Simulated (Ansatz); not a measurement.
Take BP in the zinc blende structure (space group F-43m, No. 216; a = 4.537 Å) as the base.

Now apply this change: an isotropic linear strain of +2.52 %, atoms relaxed at fixed cell.

The values are results of plane-wave PAW DFT at the r2SCAN level (Ansatz, an electronic-structure program, 500 eV), spin-orbit coupling left out, not measurements.

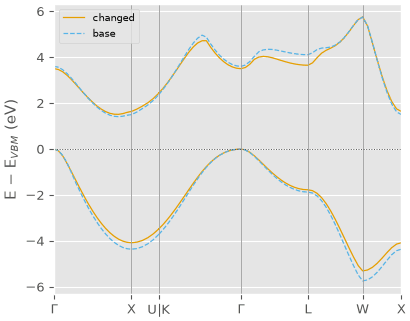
Figure. Highest valence and lowest conduction band along the path, each from its own valence-band maximum

Q: From the figure, how large is the changed gap, and is it direct?

A: About 1.5 eV, indirect, Γ → Γ–X (83 % along).

Whether these cells are dynamically stable was not tested.
